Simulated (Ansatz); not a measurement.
# CH8OSi2 (SMILES C[SiH2][SiH2]O) at PBE-QIDH/6-31G(d) (spherical functions)

Aim: the energy change on altering one bond length of CH8OSi2 at PBE-QIDH/6-31G* (spherical functions), from 2 runs. 

Program for the calculation: Ansatz 0.2.0.

88 further runs of the same task are left out: 88 set aside as unsound or not needed. Runs told in other sessions of the task aren't counted.

**1. The structure to begin with**

CH8OSi2 has 12 atoms, charge 0, and is taken as a singlet. As SMILES, `C[SiH2][SiH2]O`. The coordinates come from a PBE0-D4/def2-TZVP relaxation. This is one conformer, not always the lowest.

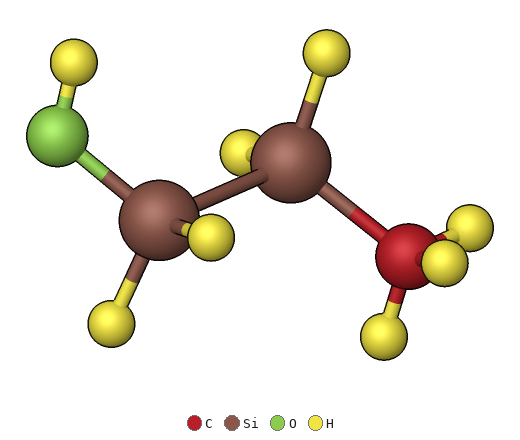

The structure, seen from a chosen angle (carbon red, silicon brown, oxygen green, hydrogen yellow).

**2. The energy at PBE-QIDH/6-31G(d) (spherical functions)**

Contents of job.yaml:

```yaml
crystal:
  periodic: [false, false, false]
  atoms:
    - symbol: C
      position_ang: [-1.363900, 1.513800, -0.148900]
    - symbol: Si
      position_ang: [-0.392800, 0.194400, 0.769900]
    - symbol: Si
      position_ang: [0.929600, -1.075200, -0.697500]
    - symbol: O
      position_ang: [1.869100, -2.191700, 0.084900]
    - symbol: H
      position_ang: [-0.692800, 2.186400, -0.687200]
    - symbol: H
      position_ang: [-1.958800, 2.110300, 0.546100]
    - symbol: H
      position_ang: [-2.043300, 1.060200, -0.874000]
    - symbol: H
      position_ang: [-1.318500, -0.701500, 1.520400]
    - symbol: H
      position_ang: [0.506600, 0.832900, 1.777800]
    - symbol: H
      position_ang: [1.768000, -0.141100, -1.510100]
    - symbol: H
      position_ang: [0.088400, -1.859400, -1.638400]
    - symbol: H
      position_ang: [2.426500, -1.874200, 0.796300]
basis:
  gaussian:
    orbitals: 6-31G_st_-spherical.json
hamiltonian:
  xc: {name: PBE-QIDH}
correlation:
  frozen_orbitals: {C: 1, H: 0, O: 1, Si: 5}
accuracy: high
output:
  orbitals: {seedname: orbitals}
```

The basis set 6-31G* is read from a file made from the Basis Set Exchange's data (not shown).

Started as:

```
ansatz run job.yaml --threads 1 --pin off --max-ram 2610MiB --events-out events.jsonl --progress --plain --runs-dir runs
```

Standard output:

```text
Warning: RAYON_NUM_THREADS=1 ignored (pool sized by the plan → 1); use --threads N
Functional definition: PBE-QIDH
  name "PBE-QIDH"
  parameter a = 3^(-1/3)
  parameter c = 1/3
  exchange = (1 - a)*pbe_x + a*exact_x
  correlation = (1 - c)*pbe_c + c*(mp2_os + mp2_ss)
1893 factors; integrals over basis functions are off by at most 5.9e-9 eV
mean field evaluation 1: about -18943.9279 eV, gradient 4.1e1 eV
mean field evaluation 2: about -18944.0072 eV, gradient 4.1e1 eV
mean field evaluation 4: about -18947.3536 eV, gradient 3.2e0 eV
mean field evaluation 8: about -18947.3827 eV, gradient 2.8e-2 eV
mean field evaluation 16: about -18947.3827 eV, gradient 1.1e-5 eV
mean field -18947.38267729 eV, -696.3034703933 hartree, gradient 8.3e-8 eV, S^2 0.000000; 0 other end points of the search recorded, 0 dependent functions left out
12 core orbitals not correlated: weight in the atoms' cores, before any rotation towards them, 1.000 or more for the frozen orbitals, at most 0.000 for the correlated occupied ones
reference -18947.38267845 eV, -696.3034704356 hartree; 13, 13 occupied and 55, 55 virtual orbitals, 1893 factors
second order -14.48244349 eV of doubles, -0.00000000 eV of singles
Total energy: -18952.21015961 eV, -696.4808770961 hartree
```

Run time: 6.9 s. Hardware: 1 thread of Intel Xeon 6975P-C (Granite Rapids), shared host; peak memory 0.29 GiB.

**3. The distorted shape**

Contents of run.yaml:

```yaml
basis:
  gaussian:
    orbitals: 6-31G_st_-spherical.json
crystal:
  periodic: [false, false, false]
  atoms:
    - {symbol: C, position_ang: [-1.615405, 1.233587, 0.094866]}
    - {symbol: Si, position_ang: [-0.644305, -0.085813, 1.013666]}
    - {symbol: Si, position_ang: [0.678095, -1.355413, -0.453734]}
    - {symbol: O, position_ang: [1.617595, -2.471913, 0.328666]}
    - {symbol: H, position_ang: [-0.944305, 1.906187, -0.443434]}
    - {symbol: H, position_ang: [-2.210305, 1.830087, 0.789866]}
    - {symbol: H, position_ang: [-2.294805, 0.779987, -0.630234]}
    - {symbol: H, position_ang: [-1.570005, -0.981713, 1.764166]}
    - {symbol: H, position_ang: [0.255095, 0.552687, 2.021566]}
    - {symbol: H, position_ang: [1.768000, -0.141100, -1.510100]}
    - {symbol: H, position_ang: [-0.163105, -2.139613, -1.394634]}
    - {symbol: H, position_ang: [2.174995, -2.154413, 1.040066]}
hamiltonian:
  xc: {name: PBE-QIDH}
correlation:
  frozen_orbitals: {C: 1, H: 0, O: 1, Si: 5}
accuracy: high
output:
  orbitals: {seedname: orbitals}
```

The basis set 6-31G* is read from a file made from the Basis Set Exchange's data (not shown).

Started as:

```
ansatz run run.yaml --threads 1 --pin off --max-ram 2610MiB --events-out events.jsonl --progress --plain --runs-dir runs
```

Standard output, shortened:

```text
Warning: RAYON_NUM_THREADS=1 ignored (pool sized by the plan → 1); use --threads N
Functional definition: PBE-QIDH
  name "PBE-QIDH"
[...]
1897 factors; integrals over basis functions are off by at most 3.9e-9 eV
[...]
mean field -18946.29625586 eV, -696.2635451419 hartree, gradient 9.0e-8 eV, S^2 0.000000; 0 other end points of the search recorded, 0 dependent functions left out
12 core orbitals not correlated: weight in the atoms' cores, before any rotation towards them, 1.000 or more for the frozen orbitals, at most 0.000 for the correlated occupied ones
reference -18946.29625701 eV, -696.2635451844 hartree; 13, 13 occupied and 55, 55 virtual orbitals, 1897 factors
second order -14.65536639 eV of doubles, -0.00000000 eV of singles
Total energy: -18951.18137914 eV, -696.4430701114 hartree
```

Wall time 6.9 s (1 thread of Intel Xeon 6975P-C (Granite Rapids), shared host); peak memory 0.28 GiB.

**4. Summary of results**

Level: PBE-QIDH/6-31G* (spherical functions), 12 core orbitals frozen.

| quantity | value |
| --- | --- |
| first shape: total energy | -696.48088 Eh |
| first shape: HOMO energy (SCF part's orbitals) | -9.40 eV |
| first shape: LUMO energy (SCF part's orbitals) | 1.56 eV |
| first shape: HOMO–LUMO gap (SCF part's orbitals) | 10.96 eV |
| distorted shape: total energy | -696.44307 Eh |
| distorted shape: HOMO energy (SCF part's orbitals) | -9.26 eV |
| distorted shape: LUMO energy (SCF part's orbitals) | 1.41 eV |
| distorted shape: HOMO–LUMO gap (SCF part's orbitals) | 10.67 eV |
| energy change with the Si3–H10 bond stretched from 1.495 to 1.944 Å | 1.029 eV |

In words: With the Si3–H10 bond stretched from 1.495 to 1.944 Å the energy rises by 1.03 eV (99 kJ/mol). The first shape isn't relaxed at this level, so the change isn't measured from a minimum.
